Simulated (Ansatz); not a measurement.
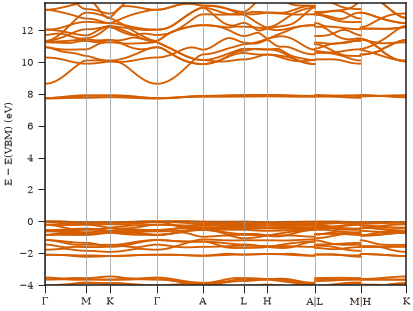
Figure: Band structure from r²SCAN in the plane-wave PAW code Ansatz

The gap is 7.70 eV; an edge lies off the plotted path or next to a special point (maximum off the standard path, minimum at Γ).

The material is Cs2ZrF6 in space group P-3m1 (No. 164; Cs on 2d, Zr on 1a, F on 6i).

The workflow started from a Materials Project entry (that database holds measured and hypothetical structures alike); the Crystallography Open Database files this formula in space group No. 164, but the cells were not matched. Whether it is the stable phase at ambient conditions was not checked. Symmetry was held in the r²SCAN relaxation; whether a distortion lowers the energy is not shown. The run is not spin-polarised. Spin–orbit coupling is left out wherever it is not named.

Potentials: the later of the program's two PAW sets.
